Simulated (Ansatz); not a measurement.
Stretching the Cd1–F2 bond in CdF2 (SMILES [F][Cd][F]) (multiplicity 1 held, fragments rigid). Energies count from the point at 1.933 Å.
Geometry at that point (charge 0, multiplicity 1):
```xyz
3

Cd     0.0000     0.0000     0.0000
F      0.0000     0.0000    -1.9335
F      0.0000     0.0000     1.9335
```

R- and RO- levels are restricted; in cc, def2 and unpolarised 6-31G sets they are followed outwards from rest. Unrestricted levels (U-) break spin symmetry where that is lower. Curves can end on different states.

Cores are frozen in the correlated methods.

Run with Ansatz (a program for electronic structure) with Gaussian orbitals. Values without a source in brackets are computed. In def2 rows elements past Kr take small-core potentials, without spin–orbit coupling.

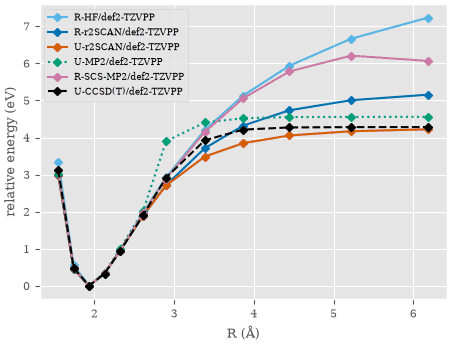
Relative energy along the coordinate

Read off the U-MP2/def2-TZVPP curve at R = 2.900.

about 3.9 eV

Doubts at one or more of the structures used: a restricted determinant that unrestricted orbitals would lower (R-HF/def2-TZVPP, R-r2SCAN/def2-TZVPP, R-SCS-MP2/def2-TZVPP); a spin-contaminated determinant (U-r2SCAN/def2-TZVPP, U-MP2/def2-TZVPP, U-CCSD(T)/def2-TZVPP); T1 above 0.05 (U-CCSD(T)/def2-TZVPP); the program's own flag: other amplitudes (U-CCSD(T)/def2-TZVPP).
